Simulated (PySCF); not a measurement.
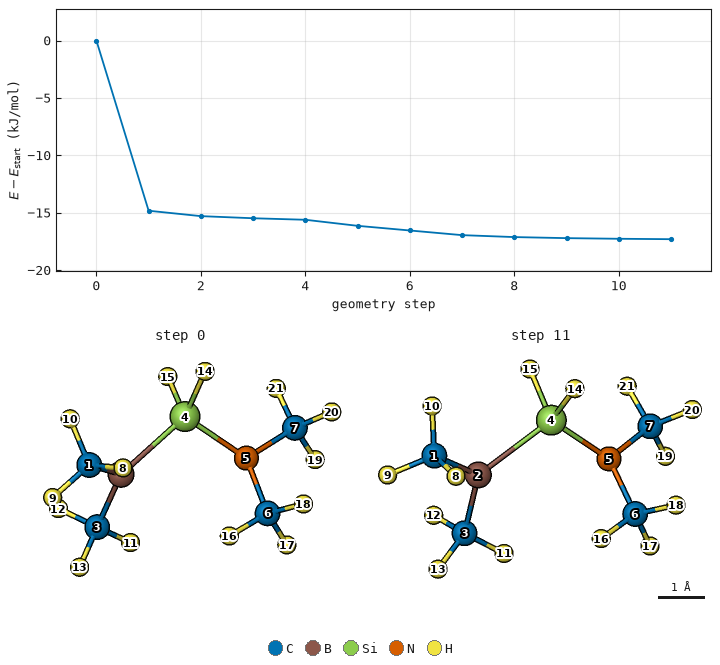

First and last geometry of a relaxation of C4H14BNSi, with the history of the run. Style: ball-and-stick. Shown at a tilt.

The start comes from GFN2-xTB.

The calculation used PySCF, PBE0-D3(BJ)/def2-SVP geometry optimisation, gas phase. 

Q: Read the history and describe the run.

A: It converged. The largest move after the best rigid fit is that of H9, 0.85 Å. By element the largest moves are H 0.85 Å, C 0.41 Å, Si 0.29 Å, B 0.11 Å, N 0.06 Å. Among the contacts that change: B2–Si4 1.966 → 2.032 Å, Si4–H15 1.479 → 1.503 Å, Si4–H14 1.491 → 1.514 Å, C1–H8 1.091 → 1.110 Å. Bond angles that change, for instance: B2–C1–H8 110.7° → 103.7°, B2–Si4–H15 115.3° → 108.7°, B2–C1–H10 110.2° → 115.4°. Groups turn about B2–Si4 by about 25°, C1–B2 by about 25°. After 11 geometry steps the energy has fallen by 17.3 kJ/mol.
